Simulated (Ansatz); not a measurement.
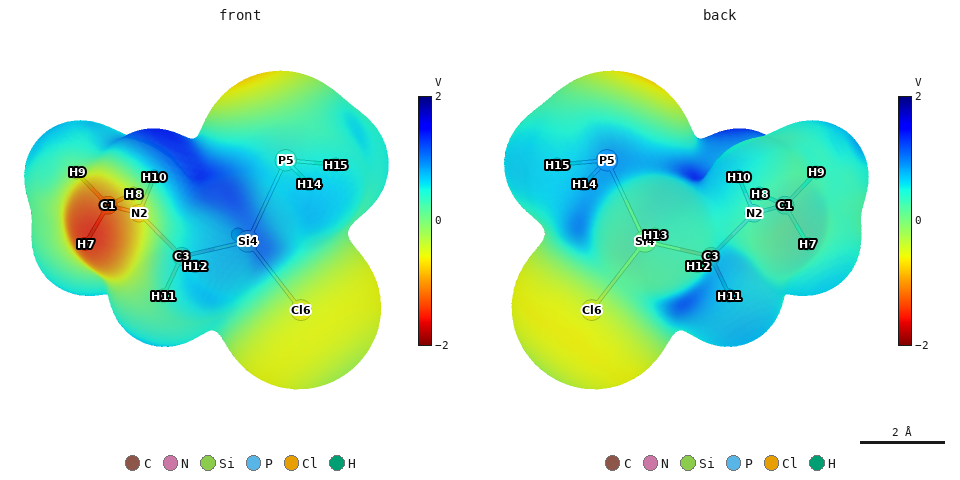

*C$_{2}$H$_{9}$ClNPSi (SMILES CNC[SiH](P)Cl). The molecular electrostatic potential painted on the density surface at 0.002 e/bohr³, seen from the front and from behind; red is negative and blue positive.*

Level of theory: RKS BHLYP/def2-SVP in Ansatz.

```xyz
15

C     0.1844   -2.0773   -0.7959
N     1.0626   -1.0806   -0.2394
C     0.8312    0.2840   -0.6620
Si   -0.7162    1.1516    0.0111
P    -0.6701    1.0648    2.2683
Cl   -0.7079    3.0977   -0.7319
H     0.2954   -2.1009   -1.8850
H    -0.8873   -1.9332   -0.5808
H     0.4671   -3.0639   -0.4210
H     1.1102   -1.1551    0.7653
H     0.7978    0.3209   -1.7575
H     1.6910    0.9064   -0.3845
H    -1.9846    0.5308   -0.4248
H     0.2934    2.0934    2.4105
H    -1.7888    1.9107    2.4571
```

Which sites attract a positive test charge, and which a negative one?

A positive charge is drawn to the negative regions and a negative charge to the positive ones. The most negative region (about −1.5 V) lies over N2, the most positive (about +1.4 V) over Si4 and H10. N2 is the likeliest acceptor of a hydrogen bond.
